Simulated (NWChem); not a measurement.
## SiHCl$_{2}$O: energy and gradient calculation (part 1 of 3)

- system: SiHCl$_{2}$O, multiplicity 2, SMILES O[Si](Cl)Cl
- method: HF/3-21G, UHF (NWChem 7.3.0)

The geometry comes from this level: GFN2-xTB.

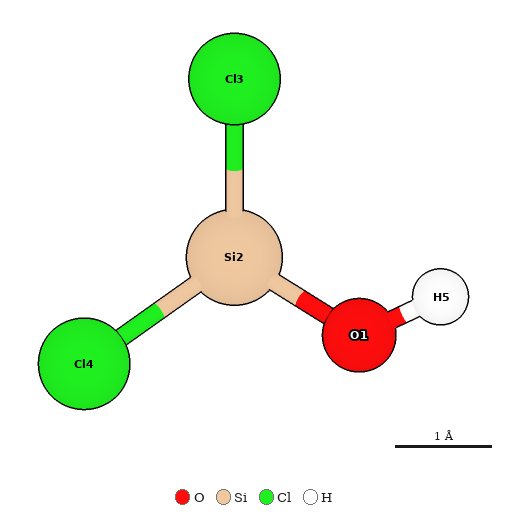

Figure 1. The input geometry (ball-and-stick view, seen on its broad side; atoms are numbered from 1 in the order of the input). Bond lengths as drawn: Cl–Si 2.01 to 2.04 Å, H–O 0.96 Å and O–Si 1.63 Å.

### Input
```
echo
start input
title "Cl2HOSi hf"
memory stack 880 mb heap 220 mb global 1100 mb

geometry units angstrom noautosym nocenter noautoz
O       -0.100050       1.161920      -0.110780
Si      -0.414790      -0.357710       0.371930
Cl       1.352730      -1.328600       0.681950
Cl      -1.477540      -1.158160      -1.139900
H        0.639640       1.682550       0.196790
end

basis "ao basis" spherical bse
* library 3-21G
end

scf
nopen 1
uhf
thresh 1e-08
maxiter 80
end

task scf gradient
```

Run as:
```bash
nwchem input.nw > input.out
```

### What the program printed
```
============================== echo of input deck ==============================
echo
start input
title "Cl2HOSi hf"
memory stack 880 mb heap 220 mb global 1100 mb

geometry units angstrom noautosym nocenter noautoz
O       -0.100050       1.161920      -0.110780
Si      -0.414790      -0.357710       0.371930
Cl       1.352730      -1.328600       0.681950
Cl      -1.477540      -1.158160      -1.139900
H        0.639640       1.682550       0.196790
end

basis "ao basis" spherical bse
* library 3-21G
end

scf
nopen 1
uhf
thresh 1e-08
maxiter 80
end

task scf gradient
================================================================================

             Northwest Computational Chemistry Package (NWChem) 7.3.0
             --------------------------------------------------------

           Job information
           ---------------

    nwchem branch   = 7.3.0
    use scalapack   = T
    input           = input.nw
    prefix          = input.
    data base       = ./input.db
    status          = startup
    nproc           =        1

           Memory information
           ------------------

    heap     =     28835840 doubles =      220.0 Mbytes
    stack    =    115343357 doubles =      880.0 Mbytes
    global   =    144179200 doubles =     1100.0 Mbytes (distinct from heap & stack)
    total    =    288358397 doubles =     2200.0 Mbytes
    verify   = yes
    hardfail = no

           Directory information
           ---------------------

  0 permanent = .
  0 scratch   = .

                                NWChem Input Module
                                -------------------

                                    Cl2HOSi hf
                                    ----------

 Scaling coordinates for geometry "geometry" by  1.889725989
 (inverse scale =  0.529177249)

                             Geometry "geometry" -> ""
                             -------------------------

 Output coordinates in angstroms (scale by  1.889725989 to convert to a.u.)

  No.       Tag          Charge          X              Y              Z
 ---- ---------------- ---------- -------------- -------------- --------------
    1 O                    8.0000    -0.10005000     1.16192000    -0.11078000
    2 Si                  14.0000    -0.41479000    -0.35771000     0.37193000
    3 Cl                  17.0000     1.35273000    -1.32860000     0.68195000
    4 Cl                  17.0000    -1.47754000    -1.15816000    -1.13990000
    5 H                    1.0000     0.63964000     1.68255000     0.19679000

      Atomic Mass
      -----------

      O                 15.994910
      Si                27.976930
      Cl                34.968850
      H                  1.007825

 Effective nuclear repulsion energy (a.u.)     267.9943181827

            Nuclear Dipole moment (a.u.)
            ----------------------------
        X                 Y               Z
 ---------------- ---------------- ----------------
   -15.2871084600   -68.6064075291    -6.1748308458

            XYZ format geometry
            -------------------
     5
 geometry
 O                    -0.10005000     1.16192000    -0.11078000
 Si                   -0.41479000    -0.35771000     0.37193000
 Cl                    1.35273000    -1.32860000     0.68195000
 Cl                   -1.47754000    -1.15816000    -1.13990000
 H                     0.63964000     1.68255000     0.19679000

 ==============================================================================
                                internuclear distances
 ------------------------------------------------------------------------------
       center one      |      center two      | atomic units |  angstroms
 ------------------------------------------------------------------------------
    2 Si               |   1 O                |     3.07122  |     1.62522
    3 Cl               |   2 Si               |     3.85563  |     2.04031
    4 Cl               |   2 Si               |     3.80572  |     2.01390
    5 H                |   1 O                |     1.80545  |     0.95540
 ------------------------------------------------------------------------------
                         number of included internuclear distances:          4
 ==============================================================================

 ==============================================================================
                                 internuclear angles
 ------------------------------------------------------------------------------
        center 1       |       center 2       |       center 3       |  degrees
 ------------------------------------------------------------------------------
    2 Si               |   1 O                |   5 H                |   124.32
    1 O                |   2 Si               |   3 Cl               |   108.80
    1 O                |   2 Si               |   4 Cl               |   104.53
    3 Cl               |   2 Si               |   4 Cl               |   112.46
 ------------------------------------------------------------------------------
                            number of included internuclear angles:          4
 ==============================================================================

 Summary of "ao basis" -> "" (spherical)
 ------------------------------------------------------------------------------
       Tag                 Description            Shells   Functions and Types
 ---------------- ------------------------------  ------  ---------------------
 *                           3-21G                    on all atoms

                      Basis "ao basis" -> "ao basis" (spherical)
                      -----
  [basis functions not shown]

 Summary of "ao basis" -> "ao basis" (spherical)
 ------------------------------------------------------------------------------
       Tag                 Description            Shells   Functions and Types
 ---------------- ------------------------------  ------  ---------------------
 O                           3-21G                   5        9   3s2p
 Si                          3-21G                   7       13   4s3p
 Cl                          3-21G                   7       13   4s3p
 H                           3-21G                   2        2   2s

                                 NWChem SCF Module
                                 -----------------

                                    Cl2HOSi hf

  ao basis        = "ao basis"
  functions       =    50
  atoms           =     5
  alpha electrons =    29
  beta  electrons =    28
  charge          =   0.00
  wavefunction    = UHF
  input vectors   = atomic
  output vectors  = ./input.movecs
  use symmetry    = F
  symmetry adapt  = F

 Summary of "ao basis" -> "ao basis" (spherical)
 ------------------------------------------------------------------------------
       Tag                 Description            Shells   Functions and Types
 ---------------- ------------------------------  ------  ---------------------
 O                           3-21G                   5        9   3s2p
 Si                          3-21G                   7       13   4s3p
 Cl                          3-21G                   7       13   4s3p
 H                           3-21G                   2        2   2s

 Forming initial guess at       0.0s

      Superposition of Atomic Density Guess
      -------------------------------------

 Sum of atomic energies:       -1276.76661962

      Non-variational initial energy
      ------------------------------

 Total energy =   -1277.766756
 1-e energy   =   -2301.800060
 2-e energy   =     756.038986
 HOMO         =      -0.142704
 LUMO         =       0.131831

 Starting SCF solution at       0.1s

 ----------------------------------------------
         Quadratically convergent UHF

 Convergence threshold     :          1.000E-08
 Maximum no. of iterations :           80
 Integral*density screening:          1.000E-10
 ----------------------------------------------

              iter       energy          gnorm     gmax       time
             ----- ------------------- --------- --------- --------
                 1    -1277.0340299481  6.64D-01  1.38D-01      0.1
                 2    -1277.0940674730  1.88D-01  4.38D-02      0.3
                 3    -1277.1012957465  1.72D-02  5.88D-03      0.5
                 4    -1277.1014543579  1.74D-04  4.36D-05      0.9
                 5    -1277.1014543714  1.43D-08  2.06D-09      1.5
                 6    -1277.1014543714  6.33D-10  1.26D-10      1.8

       Final UHF  results
       ------------------

         Total SCF energy =  -1277.101454371426
      One electron energy =  -2301.496985403380
      Two electron energy =    756.401212849264
 Nuclear repulsion energy =    267.994318182689

                       Sz =      0.5000
                 Sz(Sz+1) =      0.7500
                      S^2 =      0.7540

        Time for solution =      1.7s

          Final alpha eigenvalues
          -----------------------

              1
    1 -104.1250
    2 -104.1190
    3  -68.4444
    4  -20.4988
    5  -10.5223
    6  -10.5168
    7   -7.9872
    8   -7.9817
    9   -7.9813
   10   -7.9808
   11   -7.9756
   12   -7.9750
   13   -6.2515
   14   -4.3488
   15   -4.3446
   16   -4.3423
   17   -1.3972
   18   -1.1624
   19   -1.1311
   20   -0.7990
   21   -0.6708
   22   -0.6062
   23   -0.5991
   24   -0.5453
   25   -0.5215
   26   -0.5008
   27   -0.4927
   28   -0.4795
   29   -0.3707
   30    0.1293
   31    0.1520
   32    0.1911
   33    0.2938
   34    0.3818
   35    0.4314
   36    0.4552
   37    0.5693
   38    0.7440
   39    0.7527

          Final beta eigenvalues
          ----------------------

              1
    1 -104.1234
    2 -104.1174
    3  -68.4379
    4  -20.4942
    5  -10.5204
    6  -10.5150
    7   -7.9825
    8   -7.9799
    9   -7.9784
   10   -7.9772
   11   -7.9742
   12   -7.9728
   13   -6.2405
   14   -4.3405
   15   -4.3384
   16   -4.3286
   17   -1.3834
   18   -1.1472
   19   -1.1174
   20   -0.7815
   21   -0.6427
   22   -0.5851
   23   -0.5599
   24   -0.5245
   25   -0.5030
   26   -0.4965
   27   -0.4835
   28   -0.4771
   29    0.0011
   30    0.1675
   31    0.1876
   32    0.2019
   33    0.3028
   34    0.4080
   35    0.4691
   36    0.4734
   37    0.5880
   38    0.7491
   39    0.7561

                    UHF Final Alpha Molecular Orbital Analysis
                    ------------------------------------------

 Vector   17  Occ=1.000000D+00  E=-1.397234D+00
              MO Center= -8.2D-03,  1.1D+00, -7.9D-03, r^2= 5.8D-01
   Bfn.  Coefficient  Atom+Function         Bfn.  Coefficient  Atom+Function
  ----- ------------  ---------------      ----- ------------  ---------------
     6      0.732140  1 O  s                  1     -0.232009  1 O  s
     2      0.213684  1 O  s

 Vector   18  Occ=1.000000D+00  E=-1.162395D+00
              MO Center= -3.9D-03, -1.1D+00, -6.3D-02, r^2= 2.9D+00
   Bfn.  Coefficient  Atom+Function         Bfn.  Coefficient  Atom+Function
  ----- ------------  ---------------      ----- ------------  ---------------
    28      0.391967  3 Cl s                 32      0.368533  3 Cl s
    41      0.357073  4 Cl s                 45      0.336480  4 Cl s
    24     -0.319432  3 Cl s                 37     -0.290786  4 Cl s
    15      0.169656  2 Si s

 Vector   19  Occ=1.000000D+00  E=-1.131116D+00
              MO Center= -2.0D-01, -1.1D+00, -2.2D-01, r^2= 3.2D+00
   Bfn.  Coefficient  Atom+Function         Bfn.  Coefficient  Atom+Function
  ----- ------------  ---------------      ----- ------------  ---------------
    41     -0.415537  4 Cl s                 45     -0.396959  4 Cl s
    28      0.383664  3 Cl s                 32      0.374317  3 Cl s
    37      0.338134  4 Cl s                 24     -0.313865  3 Cl s
```
